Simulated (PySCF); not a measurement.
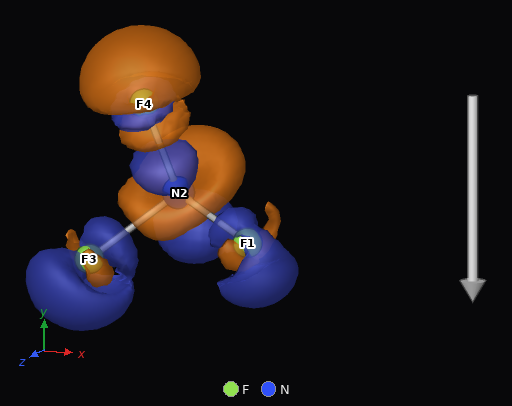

F3N, SMILES `FN(F)F`. Change of the electron density in a uniform field of 0.41 V/Å along −y (arrow), surfaces at ±0.004 e/Å³ (orange: gain, blue: loss).

Method: B3LYP/def2-SVP; geometry: GFN2-xTB; program: PySCF. No frequency check shows the geometry to be a minimum. A basis without diffuse functions makes polarisabilities too small.

Cartesian coordinates (Å):

```
F1       1.1559   -0.4204    0.1190
N2       0.0000   -0.0000   -0.4588
F3      -0.9421   -0.7908    0.1189
F4      -0.2139    1.2113    0.1189
```

The field was applied in both directions; the picture shows the one opposite to the script's first.

**What dipole is induced, and what polarisability does it imply?**

The induced dipole is 0.29 D (along the field); α along this axis, from the fields in both directions, is 14 bohr³ (2.1 Å³).
